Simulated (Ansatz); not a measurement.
# NaVS3 (model cell, started as cubic perovskite with V in the octahedra): a soft mode frozen in, part 3 of 3

Which phase does NaVS3 (model cell, started as cubic perovskite with V in the octahedra) fall into along its unstable mode, and how much energy does it gain?

Ansatz 0.2.0; DFT PBEsol, scalar-relativistic, plane waves, PAW; PAW set soft_1.

So far. Step 5 (Energy along the mode, all amplitudes (two of the runs …): The lowest of the steps tried is at 0.08 Å, 1.49 meV/atom below the parent; the bottom of the well need not coincide with a step. Step 7 (The new phase in its own primitive cell): The largest force component left is 0.048 meV/Å and the pressure is 0.001 GPa, within the tolerances set. The cell now holds 19.15 Å³/atom. The relaxed cell has a = 6.465, c = 9.161 Å (conventional setting).

The structure was built from a prototype and need not be the compound's stable phase.

### 8. Modes of the new phase

A relaxed structure may still be a saddle point, so its zone-centre modes are computed. No field response is asked, since the mesh shows no gap.

The input, input.yaml:

```yaml
crystal:
  lattice:
    - [-3.2325730806, 3.2325730806, 4.5807048443]
    - [3.2325730806, -3.2325730806, 4.5807048443]
    - [3.2325730806, 3.2325730806, -4.5807048443]
  atoms:
    - { symbol: Na, position: [0.75, 0.25, 0.5] }
    - { symbol: Na, position: [0.25, 0.75, 0.5] }
    - { symbol: V, position: [0.0, 0.0, 0.0] }
    - { symbol: V, position: [0.5, 0.5, 0.0] }
    - { symbol: S, position: [0.7537464294, 0.2462535706, 0.0] }
    - { symbol: S, position: [0.2462535706, 0.7537464294, 0.0] }
    - { symbol: S, position: [0.7425086579, 0.7425086579, 0.0] }
    - { symbol: S, position: [0.2574913421, 0.2574913421, 0.0] }
    - { symbol: S, position: [0.2462535706, 0.2462535706, 0.4925071412] }
    - { symbol: S, position: [0.7537464294, 0.7537464294, 0.5074928588] }
kpoints:
  mp_grid: { grid: [8, 8, 8] }
hamiltonian:
  xc: pbesol
  pseudopotentials: { kind: paw, azcp: { folder: soft_1 }, xc_functional: pbe }
scf:
  occupations: { method: methfessel_paxton, width: 0.2 }
output:
  eigenvalues: true
phonons:
  method: dfpt
```

The run is started by

```
> ansatz run input.yaml --threads 8 --pin off --max-ram 16384MiB --backend cpu --events-out ev --progress --plain --runs-dir out
```

Numbers of over 12 decimals in the logs are rounded to 6 here.

The log of the run:

```text
[...]
Crystal: 10 atoms, lattice volume = 191.465 Å³
Basis set: ecut = 420 eV, 3719 PW (Γ), exchange–correlation on 90×90×90 points (8 copies of the dense FFT grid, shifted against one another)
Bands: 50, of which v1, the nominal top of the filled ones, is band 40 counted from 1 (39 counted from 0)
Symmetry: 16 space group operations
k-points: 260 of 512 (irreducible under 1 space group operation, time reversal used)
[...]
SCF iter   1: F=—  HF=-14040.993595 eV  |F-HF|=—  |Δ(HF+E_count)|=         —  Δρ=9.47e-2  dr2=2.81e1  ethr=3.10e-3  ⟨swp⟩=8.0  Hψ=53622  notcnv=0
[...]
SCF iter  13: F=-14038.328141 eV  HF=-14038.328141 eV  |F-HF|=0.00e0  |Δ(HF+E_count)|=  4.37e-11  S|Δr|=    0.00e0  Δρ=4.84e-8  dr2=4.23e-12  ethr=1.00e-12  ⟨swp⟩=6.6  Hψ=63365  notcnv=0
the search or the solves at the SCF's close seem to have found levels that the self-consistency loop had missed (the run counts 3). By its estimate they hold under 1e-12 electrons; where the run keeps them, the occupations were computed again with them
SCF 1 converged in 13 iterations: F = -14038.328141 eV  dr2 = 4.23e-12
[...]
DFPT response loops at Γ: preconditioner auto → Kerker (q_TF=auto, 2.359 Å⁻¹) (partly filled bands, converged f_vac=0.001); β = 1.00, the filter's whole step (`scf.mixing.beta` (0.50) is not read by the response loops under this deck's `scf.mixing.preconditioner`; to damp them name `kerker` or `kerker_dos`, under which they read `scf.mixing.beta`, and type it under 1.00, their step now; both keys bind the ground state too); Broyden in place of MSR1
SCF converged after 13 iterations
[...]
Free energy (F): -14038.328141 eV
[...]
Internal energy: -14038.354900 eV  (E = F + TS)
E sigma→0 (E₀):  -14038.334831 eV
Entropy (-TS):   0.026759 eV (2.676 meV/atom)
Fermi energy:    6.761063 eV
[...]
--- Band table (eV; the first three rows and the last of 260) ---
  k-point 0: bands = [... 36 lower, 5.7230, 6.4189, 6.4271, 6.4271, 7.1723, 7.1960, 7.2054, 7.2271, ... 6 higher]
  k-point 1: bands = [... 36 lower, 6.0068, 6.0136, 6.6418, 6.7174, 6.9268, 6.9993, 7.1856, 7.2214, ... 6 higher]
  k-point 2: bands = [... 36 lower, 6.0652, 6.0795, 6.1296, 6.1601, 7.1994, 7.2076, 7.2817, 7.2893, ... 6 higher]
  k-point 259: bands = [... 36 lower, 4.8884, 5.7608, 6.1521, 6.1521, 7.1663, 7.2313, 7.6841, 7.8595, ... 6 higher]
--- Phonons (Γ-DFPT): 10 representative perturbations + reference, on 260 of 512 k-points (Σ response iterations 32) ---
  k mesh reduced under 1 symmetry operation, with k and −k counted as one. Each operation leaves every solved perturbation unchanged. A smaller set is not used because it would not reduce the number of displacements times k-points to solve
  ASR residual: 8.717e-5 → 0.000e0 eV/Å²; symmetrization residual: 1.058e-5 eV/Å²
  ASR residual per site (eV/Å²): 8.72e-5 8.72e-5 4.12e-5 4.38e-5 7.12e-5 7.12e-5 7.53e-5 7.53e-5 7.12e-5 7.12e-5
  Γ frequencies (cm⁻¹): -91.09 -91.09 -85.44 -81.04 -81.04 -68.11 -62.75 0.00 0.00 0.00 67.86 69.23 69.23 69.47 70.20 70.20 98.00 98.00 98.44 187.00 190.52 190.52 227.30 227.30 229.96 232.53 352.51 352.51 364.00 456.01
  non-analytic LO–TO correction: not included (Born effective charges unavailable; polar crystals: no LO–TO splitting at Γ)
```

Wall time 6.5 min (8 threads of Arm Neoverse V2, shared host); peak memory 7.1 GiB.

Numbers from this step:

| Quantity | Value |
| --- | --- |
| sum-rule residual before enforcement | 8.72e-5 eV/Å² |
| point group | 4/mmm |
| highest optical mode at the zone centre (no LO-TO term) | 456.0 cm⁻¹ |
| lowest optical zone-centre mode | -91.09 cm⁻¹ |

Patterns of degenerate modes are one choice out of their space. The modes at Γ (shares of kinetic energy by element, %) (negative means imaginary):

| mode | frequency (cm⁻¹) | symmetry | Na % | V % | S % |
| --- | --- | --- | --- | --- | --- |
| 1 | -91.1 | Eu | 2 | 62 | 37 |
| 2 | -91.1 | Eu | 2 | 62 | 37 |
| 3 | -85.4 | A2g | 0 | 0 | 100 |
| 4 | -81.0 | Eg | 0 | 0 | 100 |
| 5 | -81.0 | Eg | 0 | 0 | 100 |
| 6 | -68.1 | A2u | 3 | 65 | 32 |
| 7 | -62.8 | B2g | 0 | 0 | 100 |
| 8 | 0.0 | acoustic | 14 | 30 | 57 |
| 9 | 0.0 | acoustic | 14 | 30 | 57 |
| 10 | 0.0 | acoustic | 14 | 30 | 57 |
| 11 | 67.9 | B1g | 99 | 0 | 1 |
| 12 | 69.2 | Eg | 99 | 0 | 1 |
| 13 | 69.2 | Eg | 99 | 0 | 1 |
| 14 | 69.5 | A2u | 84 | 1 | 16 |
| 15 | 70.2 | Eu | 85 | 1 | 14 |
| 16 | 70.2 | Eu | 85 | 1 | 14 |
| 17 | 98.0 | Eu | 0 | 1 | 99 |
| 18 | 98.0 | Eu | 0 | 1 | 99 |
| 19 | 98.4 | B1u | 0 | 0 | 100 |
| 20 | 187.0 | A2u | 0 | 87 | 13 |
| 21 | 190.5 | Eu | 0 | 96 | 4 |
| 22 | 190.5 | Eu | 0 | 96 | 4 |
| 23 | 227.3 | Eg | 1 | 0 | 99 |
| 24 | 227.3 | Eg | 1 | 0 | 99 |
| 25 | 230.0 | B1g | 1 | 0 | 99 |
| 26 | 232.5 | A1g | 0 | 0 | 100 |
| 27 | 352.5 | Eu | 0 | 10 | 90 |
| 28 | 352.5 | Eu | 0 | 10 | 90 |
| 29 | 364.0 | A2u | 0 | 17 | 83 |
| 30 | 456.0 | A1g | 0 | 0 | 100 |

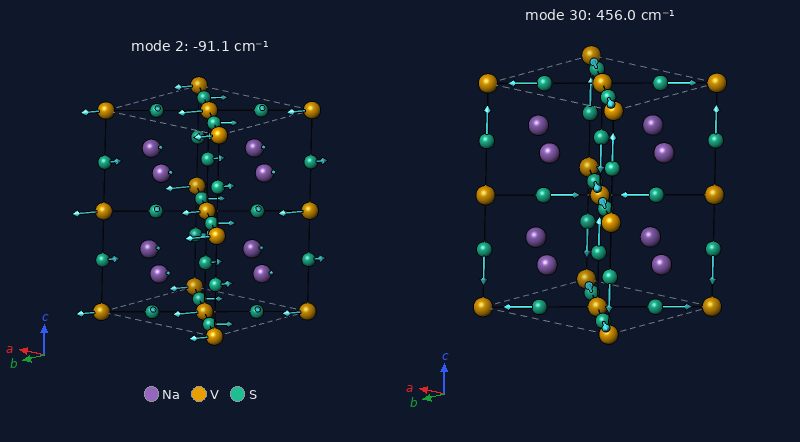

Displacement patterns of modes 2 and 30 at Γ; arrows are exaggerated. Some periodic images of atoms are drawn too.

Before it was imposed, the acoustic sum rule was missed by 8.7e-5 eV/Å². Small misses are needed for a sound result but don't prove that mesh and cutoff are converged. The lowest optical mode is imaginary, 91.1i cm⁻¹, so the energy falls along it.

### 9. Outcome

```yaml
unstable_mode_of_the_parent: q = (-0.5, -0.5, -0.5), 216i cm⁻¹
depth_at_the_lowest_point_sampled: 1.49 meV/atom
largest_atomic_shift_at_that_point: 0.08 Å
space_group_reached_within_0p01_a: I4/mmm
energy_gained_over_the_parent_first_relaxation_on_the_mesh_of_the_frozen_mode: 1.77 meV/atom
volume_per_atom_phase_reached: 19.1 Å³
lowest_optical_zone_centre_mode_phase_reached: -91.1 cm⁻¹
highest_optical_mode_at_the_zone_centre_no_lo_to_term_phase_reached: 456 cm⁻¹
```

Along this mode the structure falls into I4/mmm, 1.77 meV/atom below the parent. At the parent's cell the well is 1.494 meV/atom deep on the steps tried, with its lowest point at a shift of 0.08 Å. Relaxing atoms and cell changes the gain by +0.27 meV/atom against the lowest step (energies at zero smearing). The new phase still has an imaginary mode at the zone centre of its cell, so it is a saddle point on the way to a lower structure. Of the 4 patterns followed to their end from this parent, this one ends 36.9 meV/atom above the lowest, Pmma. Another end point lies within 1 meV/atom; how such a difference moves with mesh and cutoff was not tested. Each path keeps the symmetry of its pattern, so a lower phase may lie along a pattern not tried. With no gap, or one that is small against the smearing, the frequencies hang on the k mesh and the smearing, most of all near Kohn anomalies. The phonon runs are without spin polarisation, although V often carries a moment. The PAW files were made for PBE and serve the other functionals too. The starting cell was built on a prototype and not taken from a measurement, so the phase need not exist.

[Logs are printed without paths, hosts, clocks, repeated set-up lines and the standing remarks that a program may print on its own settings, such as how far it seeks lower states.]

[Hosts, paths, dates, database ids (printed as entryN), source tags and the programs' standing remarks are cut or masked in the printed files.]
